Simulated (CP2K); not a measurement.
Band structure of CdAu (Pm-3m, 2 atoms in the cell).

```yaml
crystal:
  lattice:
    - [3.33811, 0.00000, 0.00000]
    - [0.00000, 3.33811, 0.00000]
    - [0.00000, 0.00000, 3.33811]
  atoms:
    - { symbol: Cd, position: [0.00000, 0.00000, 0.00000] }
    - { symbol: Au, position: [0.50000, 0.50000, 0.50000] }
```

Method: CP2K 2026.2 with PBEsol, GPW, DZVP-MOLOPT-SR-GTH basis, GTH-PBE potentials (GTH_POTENTIALS).

Settings: CUTOFF = 500 Ry; REL_CUTOFF = 40 Ry; SMEAR/METHOD = GAUSSIAN; SIGMA = 0.272 eV; KPOINTS/SCHEME = MONKHORST-PACK 7 7 7; XC_FUNCTIONAL = PBE:PBESOL; Cd/BASIS_SET = DZVP-MOLOPT-SR-GTH-q12; Cd/POTENTIAL = GTH-PBE-q12; Au/BASIS_SET = DZVP-MOLOPT-SR-GTH-q11; Au/POTENTIAL = GTH-PBE-q11; METHOD = GPW; EPS_DEFAULT = 1e-11; EXTRAPOLATION = USE_GUESS; NGRIDS = 5.

The starting cell comes from a database of computed structures (which also holds hypothetical and non-ambient phases and stackings), without a prior relaxation at this level. Its lattice was rescaled by a random factor within 2.5 % of one. Spin-orbit coupling is off. Values carry the incompleteness of an atom-centred basis. The potentials were made for another functional than the one used.

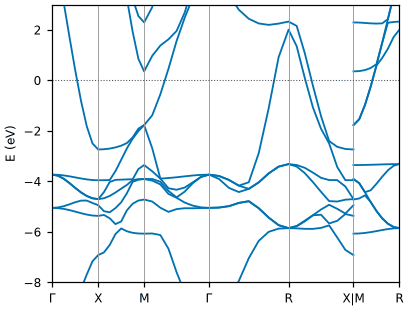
*Bands along the path, energies from the Fermi level.*

Levels in eV from the Fermi level, bands 8 to 13:
```tsv
point	8	9	10	11	12	13
Γ	-5.05	-3.73	-3.73	-3.73	4.90	4.90
X	-4.94	-4.70	-4.70	-3.95	-2.74	11.08
M	-3.91	-3.91	-3.35	-1.77	-1.77	0.35
R	-5.85	-3.32	-3.32	2.01	2.33	3.94
```

Bands cross the Fermi level along this path, so the cell is metallic at this level.

Higher empty bands are left out: an atom-centred basis made for the valence describes them poorly.
